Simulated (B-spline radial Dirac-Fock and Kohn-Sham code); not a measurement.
The ion Sm⁵²⁺ ([Ne]). Level of theory: the impulse approximation on Dirac–Fock orbitals (average of configuration); calculated with a B-spline radial atomic code.

Before looking at the plot, say what to expect. Its caption: Compton profiles of the subshells 1s1/2 and 2p1/2, per electron.

1s1/2: J(0) = 0.0127, half width 34 a.u., ⟨p⟩ = 60.1 a.u.; 2p1/2: J(0) = 0.0218, half width 21 a.u., ⟨p⟩ = 29.0 a.u. Of these the tallest at pz = 0 is 2p1/2.

The computed plot:

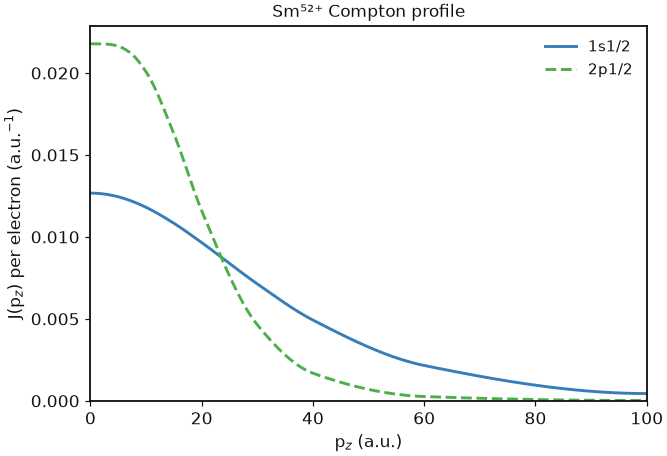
